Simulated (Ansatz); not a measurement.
## Run report: AlH₄OF, nudged elastic band (part 2 of 2)

AlH₄OF; RKS B3LYP-D4/def2-SVP (Ansatz 0.2.0). The run did not end well. One setting was made poor on purpose. It belongs to a series of runs on one base structure; here: band between the two ends.

Geometry of the input (Å):
```
Al 0.0465  -0.2264  0.0807
F  0.0127  -0.6370  1.7021
H  1.3974  0.1150  -0.6239
O  -1.3659  -0.3453  -0.8484
H  -2.2459  -0.5930  -0.5519
H  -0.2883  2.1298  0.6917
H  -0.2049  1.7699  1.3594
```

Log, continued
```
NEB iter  59: max|band force component| = 1.592e-1 eV/Å  barrier→ = 1.3898 eV  barrier← = 0.0372 eV  CI = image 5  Δτ_max = 0.0027 Å  (91 SCF iters)
the calculation of the forces begins
reference -11422.47306497 eV, -419.7681427072 hartree; 17, 17 occupied and 49, 49 virtual orbitals, 658 factors
these checks for a lower state are left out or cut short: starts, cluster_reference, orbital_swaps, neighbouring_geometries, increment
662 factors; integrals over basis functions are off by at most 1.7e-3 eV
mean field -11422.02750290 eV, -419.7517686033 hartree, gradient 2.8e-5 eV, S^2 0.000000; 0 other end points of the search recorded, 0 dependent functions left out
the calculation of the forces begins
reference -11422.02773068 eV, -419.7517769742 hartree; 17, 17 occupied and 49, 49 virtual orbitals, 662 factors
NEB iter  60: max|band force component| = 1.132e-1 eV/Å  barrier→ = 1.3897 eV  barrier← = 0.0371 eV  CI = image 5  Δτ_max = 0.0050 Å  (91 SCF iters)
```

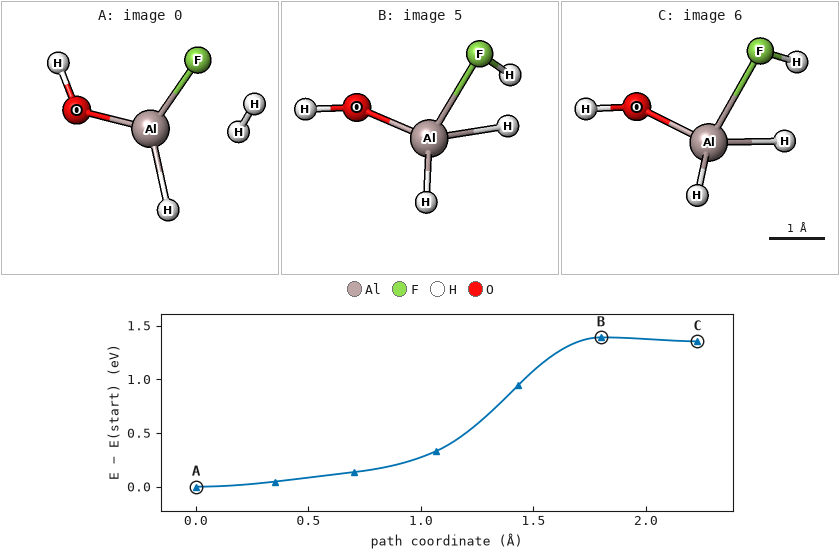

Fig. 1: Images of the last band (counted from 0; ball-and-stick, seen at a tilt) above the energy along the path; the line is a cubic interpolation that uses the forces. The highest image is number 5, 1.390 eV above the start and 0.037 eV above the end (the climbing image); the end lies 1.353 eV above the start. The path is 2.23 Å long. The band had not converged after 60 iterations.

```
Unfinished report: {"positions_ang":[[-0.09585004265200951,0.321401168354359,-0.055902965635412],[0.009874044202276512,0.1266972808446781,1.8859799119442129],[1.2530292462928854,-0.15166022402111648,-0.7123552050875234],[-1.6526096340125984,-0.1506123710992576,-0.553965727785094],[-1.9314328124561049,-0.9478695320834705,-1.0094119825935035],[-0.1511137380221091,1.86750299061957,0.6229128765036626],[-0.08039606335233972,1.1474406973852371,1.6324411026536574]],"unchecked":["starts","cluster_reference","orbital_swaps","neighbouring_geometries","increment"],"mean_field":{"relativity":"none","state":{"energy":{"ev":-11422.027730683807,"hartree":-419.75177697416467},"converged":true,"gradient_ev":0.000027527786606300315,"stability":{"kind":"minimum","curvature_ev":46.65568372231463},"curvature_floor_ev":0.00030000000000000003,"spin_squared":2.1316282072803006e-14},"others":[],"fillings":{"estimated":0,"unestimated":0,"tried":0,"untried":0,"excluded_magnetic_sites":0},"n_dropped_functions":0,"n_trapped_functions":0,"passes":{"evaluations":2,"products":15},"factors":{"origin":"Cholesky decomposition","count":662,"bound_ev":0.001655683269058154},"gradient_stop_ev":0.00009,"reference_kind":"stationary","functional":{"name":"B3LYP","citations":["Stephens, Devlin, Chabalowski & Frisch, J. Phys. Chem. 98, 11623 (1994) doi:10.1021/j100096a001","Becke, Phys. Rev. A 38, 3098 (1988) doi:10.1103/PhysRevA.38.3098","Lee, Yang & Parr, Phys. Rev. B 37, 785 (1988) doi:10.1103/PhysRevB.37.785","Vosko, Wilk & Nusair, Can. J. Phys. 58, 1200 (1980) doi:10.1139/p80-159"],"text":"name \"B3LYP\"\ncite \"Stephens, Devlin, Chabalowski & Frisch, J. Phys. Chem. 98, 11623 (1994) doi:10.1021/j100096a001\"\ncite \"Becke, Phys. Rev. A 38, 3098 (1988) doi:10.1103/PhysRevA.38.3098\"\ncite \"Lee, Yang & Parr, Phys. Rev. B 37, 785 (1988) doi:10.1103/PhysRevB.37.785\"\ncite \"Vosko, Wilk & Nusair, Can. J. Phys. 58, 1200 (1980) doi:10.1139/p80-159\"\nparameter a0 = 0.2\nparameter ax = 0.72\nparameter ac = 0.81\nexchange = (1 - a0 - ax)*slater_x + ax*b88_x + a0*exact_x\ncorrelation = (1 - ac)*vwn_rpa_c + ac*lyp_c\n","parameters":{"a0":{"value":0.2,"default":0.2},"ac":{"value":0.81,"default":0.81},"ax":{"value":0.72,"default":0.72}},"final_grid":{"core_spheres":13.0,"valence_spheres":11.0,"degree":36.0},"final_grid_parameter_source":"default","radial_points_factor":1.0,"radial_grid_error_ev":6.729326096032238e-7,"grid_sensitivity":"normal","grid_sensitivity_ratio":0.0013437628806248659},"unsmoothed_excess_ev":-0.0002277824225828485,"symmetry":{"irreps":["A"],"axes":[[0.9999511929954177,-0.0069265005382256346,0.007045226563764518],[0.007001243760193938,0.999918879910388,-0.010640309420556193],[-0.0069709549454259594,0.010689115447444256,0.9999185709837075]],"occupied":[{"A":17},{"A":17}]},"held":{"pivots":658,"left_out":0,"joined":4},"density_repulsion":{"missed_ev":0.00001832570574183757,"excess_ev":0.0,"most_excess_ev":0.0000918,"are_drawn_again":false,"n_first_factors":662,"energy_change_ev":0.0,"n_dropped_ends":0}},"factors":{"origin":"Cholesky decomposition","count":662,"bound_ev":0.001655683269058154},"n_frozen":0,"n_occupied":[17,17],"n_virtual":[49,49],"reference":{"ev":-11422.027730683807,"hartree":-419.75177697416467},"dispersion":{"energy":{"ev":-0.12940700624836488,"hartree":-0.004755619764408159},"switches_in_reach":[]},"total":{"ev":-11422.157137690056,"hartree":-419.7565325939291},"forces_ev_per_angstrom":[[-0.007156153782882247,-0.012576063856620882,0.013325429577695093],[0.009088643759135111,0.011857163367251084,0.009922294165871247],[-0.010416876338925875,-0.001857855384985451,0.0009135356383209998],[-0.006533530081624751,-0.016213197521638086,0.03587056325197355],[0.008819442779502107,0.015199036562517388,-0.04815041231784098],[-0.004770683295141986,-0.008305034281878945,0.00037257075240100556],[0.010969156961339741,0.011895951114999116,-0.012253981073015898]],"charge_distribution":{"dipole_moment_e_ang":[0.015665776065749353,-0.12276255393725966,-0.03190573994031445],"mulliken_charges_e":[0.7059594572450223,-0.23720242250757195,-0.20216914191537194,-0.44932489476707005,0.18436543896343893,-0.2841530415505946,0.2825246045321801],"lowdin_charges_e":[0.10079561246569568,0.13554273876418677,-0.13833042766349934,0.04548717686890136,-0.017137553207855927,-0.09395144532399602,-0.03240610190338655]},"n_threads":1,"memory_gib":1.7045454550534487,"seconds":{"hamiltonian":1.103455912,"orbitals":0.0,"second_order":0.0,"solver_start":0.0,"cycles":0.0,"cycle":0.0,"perturbative":0.0,"full_ci_increment":0.0,"forces":0.0}}
this run last wrote the band of iteration 60 to [file]
Error: NEB band did not converge after 60 iterations: max|band force component| = 1.13e-1 eV/Å (threshold 5.0e-2); raise `neb.max_iterations` in a new run, which can start from the last band evaluated (`neb.initial_path`, with `crystal.atoms` and `neb.final_atoms` set to its first and last images), add images, or start from endpoints closer to local minima. Where this run's directory can be resumed (`checkpoint.write`), a resume goes on for up to `neb.max_iterations` more; to start a new run from the last band, take its images' positions from the `neb_iteration` event of iteration 60 (`data.images[].positions_ang`), in the event stream of the run that computed that iteration (not this run's, if it was resumed behind it). With `checkpoint.write`, `steps/00-neb/state/checkpoint.json` in the run directory holds the last saved band, under `neb.evaluated.images[].positions_ang` (a band under a hybrid functional on support functions is neither saved nor resumed: `neb.initial_path` says where its path is): check the last entry of `neb.iterations` there, which is earlier than 60 if that iteration was not saved or its write failed. If the band's step has no `state` directory and holds `state.next`, a write was cut short, and the file is under `state.next` instead (behind a loss of power it can be under `state.prev`)
this run wrote the band of iteration 60 to [file] as well, whether or not its events were kept: a new run's `neb.initial_path` can list its `images[].positions_ang`
a run's events are kept only if it was started with --events-out <file>, and are in that file
```

The last band as extended XYZ (Å, eV, eV/Å)
```
7
Properties=species:S:1:pos:R:3:forces:R:3 image=0 energy=-11423.54666
Al    0.0465   -0.2264    0.0807   -0.0085   0.0067   0.0071
F     0.0127   -0.6370    1.7021    0.0036   0.0005  -0.0041
H     1.3974    0.1150   -0.6239    0.0033  -0.0050  -0.0003
O    -1.3659   -0.3453   -0.8484   -0.0009   0.0014  -0.0081
H    -2.2459   -0.5930   -0.5519    0.0010  -0.0043   0.0015
H    -0.2883    2.1298    0.6917   -0.0012  -0.0069   0.0042
H    -0.2049    1.7699    1.3594    0.0026   0.0076  -0.0003
7
Properties=species:S:1:pos:R:3:forces:R:3 image=1 energy=-11423.49952
Al    0.0023   -0.1581    0.1139    0.0228  -0.0451  -0.0109
F     0.0305   -0.5293    1.7475   -0.0217  -0.0848  -0.0222
H     1.3433    0.0878   -0.6481    0.0278   0.0540   0.0313
O    -1.4332   -0.2372   -0.7736    0.0738  -0.0795  -0.1068
H    -2.2239   -0.7752   -0.7228   -0.0870   0.0620   0.1163
H    -0.2120    2.1059    0.7183   -0.0100   0.0341  -0.0103
H    -0.1556    1.7190    1.3744   -0.0057   0.0592   0.0026
7
Properties=species:S:1:pos:R:3:forces:R:3 image=2 energy=-11423.41053
Al   -0.0309   -0.1062    0.1404    0.0365  -0.1071   0.0322
F     0.0573   -0.4263    1.7859    0.0182  -0.1678  -0.0055
H     1.3033    0.0216   -0.6685    0.0212   0.0524   0.0332
O    -1.5389   -0.1430   -0.6268    0.0219  -0.0521  -0.0427
H    -2.1095   -0.8602   -0.9079   -0.0663   0.0596   0.0367
H    -0.1894    2.0663    0.7195   -0.0198   0.0816  -0.0362
H    -0.1404    1.6608    1.3671   -0.0117   0.1333  -0.0177
7
Properties=species:S:1:pos:R:3:forces:R:3 image=3 energy=-11423.21750
Al   -0.0655    0.0133    0.1242    0.0537  -0.4875   0.2369
F     0.0326   -0.2188    1.8057    0.0701  -0.5416  -0.0468
H     1.2686   -0.0576   -0.6986   -0.0071   0.1221   0.0279
O    -1.6073   -0.1123   -0.5794    0.0152  -0.0390   0.0187
H    -1.9942   -0.8917   -0.9883   -0.0420   0.1276  -0.0298
H    -0.1622    1.9699    0.7587   -0.0411   0.2835   0.0138
H    -0.1203    1.5102    1.3874   -0.0487   0.5349  -0.2208
7
Properties=species:S:1:pos:R:3:forces:R:3 image=4 energy=-11422.60322
Al   -0.0869    0.1816    0.0544    0.0426  -0.8887   0.7058
F     0.0167   -0.0109    1.8342    0.0692  -0.7984  -0.3083
H     1.2516   -0.1199   -0.7128   -0.0287   0.1959  -0.0041
O    -1.6429   -0.1288   -0.5595    0.0535   0.0714   0.0414
H    -1.9409   -0.9216   -1.0140   -0.0136   0.1122  -0.0537
H    -0.1485    1.8771    0.7449   -0.0166   0.0730   0.7138
H    -0.0976    1.3354    1.4625   -0.1064   1.2345  -1.0950
7
Properties=species:S:1:pos:R:3:forces:R:3 image=5 energy=-11422.15691
Al   -0.0959    0.3214   -0.0559   -0.0072  -0.0126   0.0133
F     0.0099    0.1267    1.8860    0.0091   0.0119   0.0099
H     1.2530   -0.1517   -0.7124   -0.0104  -0.0019   0.0009
O    -1.6526   -0.1506   -0.5540   -0.0065  -0.0162   0.0359
H    -1.9314   -0.9479   -1.0094    0.0088   0.0152  -0.0481
H    -0.1511    1.8675    0.6229   -0.0048  -0.0083   0.0004
H    -0.0804    1.1474    1.6324    0.0110   0.0119  -0.0123
7
Properties=species:S:1:pos:R:3:forces:R:3 image=6 energy=-11422.19403
Al   -0.1173    0.4289   -0.1481    0.0047   0.0110  -0.0028
F     0.0255    0.1190    1.9061   -0.0008   0.0167  -0.0034
H     1.2078   -0.2049   -0.7303    0.0002  -0.0035  -0.0008
O    -1.6692   -0.1674   -0.5475   -0.0082   0.0020  -0.0001
H    -1.8696   -0.9770   -1.0238    0.0031  -0.0039  -0.0010
H    -0.1578    1.9463    0.4117   -0.0003  -0.0067  -0.0062
H    -0.0678    1.0682    1.9415    0.0014  -0.0155   0.0143
```
